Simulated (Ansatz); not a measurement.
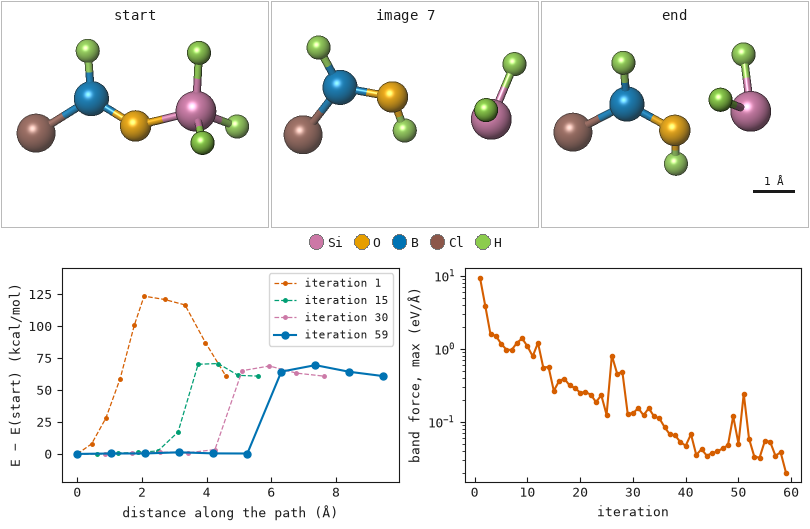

A nudged-elastic-band calculation for BSiH4OCl. Images are numbered from 0 (start) to 9 (end). The plot follows the band through its iterations. Style: ball-and-stick. Shown at a tilt.

The calculation used Ansatz 0.2.0, RKS CAM-B3LYP/def2-SVP. Set-up: 8 movable images; no climbing image; force threshold 0.03 eV/Å; iteration limit 60; starting path through a guess of the saddle point.

**Did the band converge, and can the barrier be trusted?**

The run is converged, with reservations. The band converged in 59 iterations. The largest component of the band force went from 9.5 to 0.02 eV/Å. No image climbed, so the highest image needn't lie on the saddle point, and the true maximum along this path can be higher. The first iteration put the highest image at 123.5 kcal/mol. Forward barrier 69.5 kcal/mol, backward barrier 8.6 kcal/mol, with image 7 at the top; the reaction energy is +60.9 kcal/mol.

The run took 17 min on 2 threads of Intel(R) Xeon(R) Platinum 8259CL CPU @ 2.50GHz (Skylake/Cascade Lake) (shared host), peak memory 0.22 GiB.
